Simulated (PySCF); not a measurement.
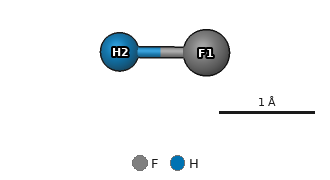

**Figure 1.** The structure (ball-and-stick view, seen on its broad side; atoms are numbered from 1 in the order of the input). Bond lengths as drawn: F–H 0.92 Å.

# HF: a changed input and its effect

System: HF.
Method of run A: RKS PBE-D4/def2-TZVPP, density fitting (PySCF 2.14.0).

The geometry comes from this level: PBE0-D4/def2-TZVP. Text and figures count atoms from 1; the logs count them from 0 in places.

### Input file, run A
```python
import json, numpy as np
from pyscf import gto, scf, dft, mp, cc
EV, BOHR = 27.211386245988, 0.529177210903
mol = gto.M(atom="""
F -0.796010 -1.186928 1.993749
H -0.464690 -0.684848 1.297555
""", basis="def2-tzvpp", charge=0, spin=0, max_memory=8670, verbose=0)
def mean_field(mol, dm=None):
    mf = dft.RKS(mol, xc="pbe").density_fit()
    mf.conv_tol = 1e-9; mf.grids.level = 4
    mf.kernel(dm0=dm)
    if not mf.converged: mf = mf.newton().run(mf.mo_coeff, mf.mo_occ)
    assert mf.converged
    return mf
def d4(mol):
    from pyscf.dispersion.dftd4 import DFTD4Dispersion
    real = gto.M(atom=[(mol.atom_pure_symbol(i), mol.atom_coord(i)) for i in range(2)], unit='B', charge=mol.charge, spin=None, basis='def2-svp', verbose=0)
    r = DFTD4Dispersion(real, xc="pbe", atm=True).get_dispersion(grad=True); return r["energy"], r["gradient"]
def energy_and_gradient(mol, dm=None):
    mf = mean_field(mol, dm); e, g = d4(mol)
    return mf, (mf.e_tot + e) * EV, (mf.nuc_grad_method().kernel()[:2] + g) * EV / BOHR
out = {}
mf = mean_field(mol); e = d4(mol)[0]
out.update(energy=(mf.e_tot + e) * EV, converged=True, dispersion=e * EV)
out['s2'] = mf.spin_square()[0]; out['nelec'] = mol.nelec
print(f"Total energy {out['energy']:.6f} eV, <S^2> {out['s2']:.4f}")
json.dump(out, open("out.json", "w"), default=float)
```

Launched with:
```bash
OMP_NUM_THREADS=4 python run.py
```

Hardware: 4 threads of Intel Xeon @ 2.50GHz, 180 GiB of memory available, shared host.

### Output (run A)
```
Total energy -2731.847381 eV, <S^2> 0.0000
```

For run B the input was changed thus:
```diff
-    mf = dft.RKS(mol, xc="pbe").density_fit()
+    mf = dft.RKS(mol, xc="pbe0").density_fit()
-    r = DFTD4Dispersion(real, xc="pbe", atm=True).get_dispersion(grad=True); return r["energy"], r["gradient"]
+    r = DFTD4Dispersion(real, xc="pbe0", atm=True).get_dispersion(grad=True); return r["energy"], r["gradient"]
```

What does this change do to the results?

The total energies belong to different models, so their difference says nothing on which is more stable or more accurate. The functional changes from PBE to PBE0.

### Output (run B)
```
Total energy -2731.863380 eV, <S^2> 0.0000
```

### The two runs side by side

| quantity | run A | run B |
| --- | --- | --- |
| outcome | converged | converged |
| total energy (hartree) | −100.393540 | −100.394128 |
| basis functions | 45 | 45 |
| wall time (shared host) | 3.3 s | 2.5 s |
